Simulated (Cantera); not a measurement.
Charge: 1 mol SiHCl3, a varied amount of NH3, 39 mol N2, held at 1023 K and 0.0825 Torr.

Equilibrium computed with Cantera from the NASA thermochemical tables; the gas is ideal and each condensed phase is pure. Candidate condensed phases: NH4Cl, Si, Si3N4; 28 gas species. The tables' values for SiCl3 are old estimates; treat these amounts as uncertain. Kinetics and transport are ignored.

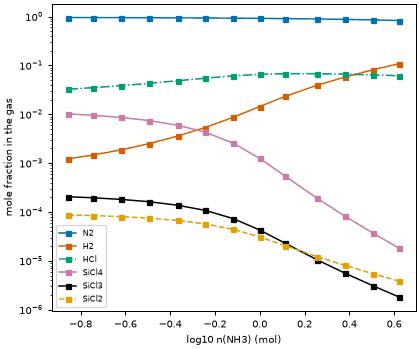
Figure: Equilibrium gas composition (values under 1e-9 drawn at 1e-9)

From 0.14 mol NH3 to 4.2 mol NH3 the condensed part is Si3N4(s). The main Si-bearing gas is SiCl4 throughout. The share of Si in condensed phases is highest at 4.2 mol NH3 (99.9 %) and lowest at 0.14 mol NH3 (57.6 %).
